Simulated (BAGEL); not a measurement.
# A workflow on C3H5Ga (SMILES C#[C][GaH][CH3])

Wanted: a single-point energy (HF/def2-SVP), then a single-point energy (NEVPT2(2,2)/def2-SVP) of C3H5Ga. 

The calculation is run with BAGEL 1.2.2.

1 further run of the same task is left out (set aside as unsound or not needed).

## (1) The system as given

The species is C3H5Ga (9 atoms), meant as a singlet with charge 0. SMILES: `C#[C][GaH][CH3]`. One bond was lengthened or shortened from a relaxed shape.

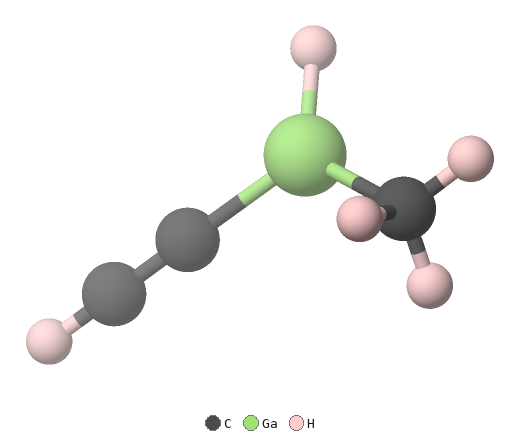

Viewed from a chosen angle; carbon dark grey, gallium green, hydrogen pink.

## (2) A single-point energy at HF/def2-SVP (density fitting with svp-jkfit) (run 1)

Contents of job.json:

```json
{ "bagel" : [

{
  "title" : "molecule",
  "basis" : "svp",
  "df_basis" : "svp-jkfit",
  "angstrom" : true,
  "geometry" : [
    { "atom" : "C", "xyz" : [       1.623969,       0.818450,      -2.032711 ] },
    { "atom" : "C", "xyz" : [       1.075269,       0.746850,      -0.956811 ] },
    { "atom" : "Ga", "xyz" : [       0.194069,       0.612850,       0.749689 ] },
    { "atom" : "C", "xyz" : [      -0.910831,      -0.970850,       1.072389 ] },
    { "atom" : "H", "xyz" : [       2.108969,       0.884750,      -2.980111 ] },
    { "atom" : "H", "xyz" : [       0.417869,       1.784750,       1.761489 ] },
    { "atom" : "H", "xyz" : [      -0.326131,      -1.875550,       0.888089 ] },
    { "atom" : "H", "xyz" : [      -1.309931,      -1.004650,       2.085989 ] },
    { "atom" : "H", "xyz" : [      -1.871000,      -0.983500,       0.260000 ] }
  ]
},

{ "title" : "hf" },

{ "title" : "print", "file" : "orbitals.molden", "orbitals" : true }

]}
```

Run with:

```console
$ BAGEL_NUM_THREADS=1 BAGEL job.json > job.out
```

Output:

```text
* using 1 threads per process

  ===============================================================
  ===============================================================

  *** Geometry ***

  { "atom" : "C", "xyz" : [      3.068857,      1.546646,     -3.841267 ] },
  { "atom" : "C", "xyz" : [      2.031964,      1.411342,     -1.808111 ] },
  { "atom" : "Ga", "xyz" : [      0.366737,      1.158119,      1.416707 ] },
  { "atom" : "C", "xyz" : [     -1.721221,     -1.834641,      2.026522 ] },
  { "atom" : "H", "xyz" : [      3.985374,      1.671935,     -5.631594 ] },
  { "atom" : "H", "xyz" : [      0.789658,      3.372689,      3.328732 ] },
  { "atom" : "H", "xyz" : [     -0.616298,     -3.544276,      1.678245 ] },
  { "atom" : "H", "xyz" : [     -2.475411,     -1.898513,      3.941948 ] },
  { "atom" : "H", "xyz" : [     -3.535678,     -1.858546,      0.491329 ] },

  Number of auxiliary basis functions:      581

  Since a DF basis is specified, we compute 2- and 3-index integrals:
    o Being stored without compression. Storage requirement is 0.046 GB

  Number of basis functions:       99
  Number of electrons      :       54

    * METHOD: MOLECULE                             0.39

  *** RHF ***

  === Nuclear Repulsion ===
   214.3501001335

      * DIIS with orbital gradients will be used.

  === RHF iteration (svp) ===
      0      -2039.20078979          0.01369530           0.12
      1      -2039.32864327          0.00619903           0.12
      2      -2039.35130390          0.00122199           0.12
      3      -2039.35263264          0.00047902           0.12
      4      -2039.35276383          0.00007234           0.12
      5      -2039.35277157          0.00003511           0.12
      6      -2039.35277350          0.00002155           0.12
      7      -2039.35277469          0.00001027           0.12
      8      -2039.35277499          0.00000564           0.12
      9      -2039.35277505          0.00000206           0.12
     10      -2039.35277506          0.00000103           0.12
     11      -2039.35277506          0.00000025           0.12
     12      -2039.35277506          0.00000011           0.12
     13      -2039.35277506          0.00000005           0.12
     14      -2039.35277506          0.00000002           0.12
     15      -2039.35277506          0.00000001           0.12
     16      -2039.35277506          0.00000001           0.11
    * SCF iteration converged.

    * Permanent dipole moment:
           (    0.070868,     0.198541,    -0.008179) a.u.

    * METHOD: HF                                   2.32

    * METHOD: PRINT                                0.02

  ===============================================================
```

Wall time 2.9 s (1 thread of Arm Neoverse V1, shared host); peak memory 0.17 GiB.

## (3) The energy at NEVPT2(2,2)/def2-SVP (density fitting with svp-jkfit) (run 2)

Contents of input.json:

```json
{ "bagel" : [

{
  "title" : "molecule",
  "basis" : "svp",
  "df_basis" : "svp-jkfit",
  "angstrom" : true,
  "geometry" : [
    { "atom" : "C", "xyz" : [    1.623969,    0.818450,   -2.032711 ] },
    { "atom" : "C", "xyz" : [    1.075269,    0.746850,   -0.956811 ] },
    { "atom" : "Ga", "xyz" : [    0.194069,    0.612850,    0.749689 ] },
    { "atom" : "C", "xyz" : [   -0.910831,   -0.970850,    1.072389 ] },
    { "atom" : "H", "xyz" : [    2.108969,    0.884750,   -2.980111 ] },
    { "atom" : "H", "xyz" : [    0.417869,    1.784750,    1.761489 ] },
    { "atom" : "H", "xyz" : [   -0.326131,   -1.875550,    0.888089 ] },
    { "atom" : "H", "xyz" : [   -1.309931,   -1.004650,    2.085989 ] },
    { "atom" : "H", "xyz" : [   -1.871000,   -0.983500,    0.260000 ] }
  ]
},
{ "title" : "hf" },
{
  "title" : "nevpt2",
  "nstate" : 1,
  "nact" : 2,
  "nclosed" : 26,
  "nspin" : 0,
  "active" : [23, 34],
  "maxiter" : 200,
  "natocc" : true,
  "ncore" : 12
},
{ "title" : "print", "file" : "orbitals.molden", "orbitals" : true }

]}
```

Run with:

```console
$ BAGEL_NUM_THREADS=1 BAGEL input.json > input.out
```

Output:

```text
* using 1 threads per process

  ===============================================================
  ===============================================================

  *** Geometry ***

  { "atom" : "C", "xyz" : [      3.068857,      1.546646,     -3.841267 ] },
  { "atom" : "C", "xyz" : [      2.031964,      1.411342,     -1.808111 ] },
  { "atom" : "Ga", "xyz" : [      0.366737,      1.158119,      1.416707 ] },
  { "atom" : "C", "xyz" : [     -1.721221,     -1.834641,      2.026522 ] },
  { "atom" : "H", "xyz" : [      3.985374,      1.671935,     -5.631594 ] },
  { "atom" : "H", "xyz" : [      0.789658,      3.372689,      3.328732 ] },
  { "atom" : "H", "xyz" : [     -0.616298,     -3.544276,      1.678245 ] },
  { "atom" : "H", "xyz" : [     -2.475411,     -1.898513,      3.941948 ] },
  { "atom" : "H", "xyz" : [     -3.535678,     -1.858546,      0.491329 ] },

  Number of auxiliary basis functions:      581

  Since a DF basis is specified, we compute 2- and 3-index integrals:
    o Being stored without compression. Storage requirement is 0.046 GB

  Number of basis functions:       99
  Number of electrons      :       54

    * METHOD: MOLECULE                             0.39

  *** RHF ***

  === Nuclear Repulsion ===
   214.3501001335

      * DIIS with orbital gradients will be used.

  === RHF iteration (svp) ===
      0      -2039.20078979          0.01369530           0.13
      1      -2039.32864327          0.00619903           0.12
      2      -2039.35130390          0.00122199           0.13
      3      -2039.35263264          0.00047902           0.12
      4      -2039.35276383          0.00007234           0.12
      5      -2039.35277157          0.00003511           0.12
      6      -2039.35277350          0.00002155           0.12
      7      -2039.35277469          0.00001027           0.12
      8      -2039.35277499          0.00000564           0.12
      9      -2039.35277505          0.00000206           0.11
     10      -2039.35277506          0.00000103           0.12
     11      -2039.35277506          0.00000025           0.12
     12      -2039.35277506          0.00000011           0.11
     13      -2039.35277506          0.00000005           0.12
     14      -2039.35277506          0.00000002           0.11
     15      -2039.35277506          0.00000001           0.11
     16      -2039.35277506          0.00000001           0.12
    * SCF iteration converged.

    * Permanent dipole moment:
           (    0.070868,     0.198541,    -0.008179) a.u.

    * METHOD: HF                                   2.32

    * freezing 12 orbitals
  ---------------------------
      CASSCF calculation
  ---------------------------

    ==== Active orbitals : =====
         Orbital 23
         Orbital 34
    ============================

    * nstate   :      1
    * nclosed  :     26
    * nact     :      2
    * nvirt    :     71
  === CASSCF iteration (svp) ===

    * Using the second-order algorithm

      0  0     -2039.35332868     1.14e-04      0.04

      1  0     -2039.36869571     1.11e-03      0.58

      2  0     -2039.37205595     1.58e-04      0.64

      3  0     -2039.37216780     2.72e-05      0.68

      4  0     -2039.37216919     4.66e-06      0.66

      5  0     -2039.37216922     7.75e-07      0.69

      6  0     -2039.37216922     1.56e-07      0.68

      7  0     -2039.37216922     3.62e-08      0.65

      8  0     -2039.37216922     8.95e-09      0.58

    * Second-order optimization converged. *

     guess   0:   closed 1.                   open ..

  === FCI iteration ===

      0  0     -2039.35242564     8.17e-02      0.00
      1  0     -2039.37216763     5.73e-04      0.00
      2  0 *   -2039.37216922     5.02e-16      0.00

     * ci vector, state   0, <S^2> = 0.0000
       2.     0.9927753708
       .2    -0.1199877623

  === DF-NEVPT2 calculation ===

    * 3-index integral transformation done
    * assembly done

      NEVPT2 correlation energy:   -0.5894976695      0.32

          (+0)     -0.5359070345
          (+0)'    -0.0158134126
          (+1)     -0.0040812023
          (+1)'    -0.0000000000
          (+2)     -0.0002456603
          (-1)     -0.0250307692
          (-1)'     0.0000000000
          (-2)     -0.0084195907

      NEVPT2 total energy:       -2039.9616668861

    * METHOD: NEVPT2                               6.01

    * METHOD: PRINT                                0.03

  ===============================================================
```

It took 9 s on 1 thread of Arm Neoverse V1, shared host; peak memory 0.17 GiB.

## (4) Summary of results

| quantity | value |
| --- | --- |
| run 1, HF/def2-SVP: total energy | -2039.35278 Eh |
| run 1, HF/def2-SVP: dipole moment | 0.54 D |
| run 1, HF/def2-SVP: HOMO energy | -10.40 eV |
| run 1, HF/def2-SVP: LUMO energy | 1.40 eV |
| run 1, HF/def2-SVP: HOMO–LUMO gap | 11.80 eV |
| run 2, NEVPT2(2,2)/def2-SVP: total energy | -2039.96167 Eh |
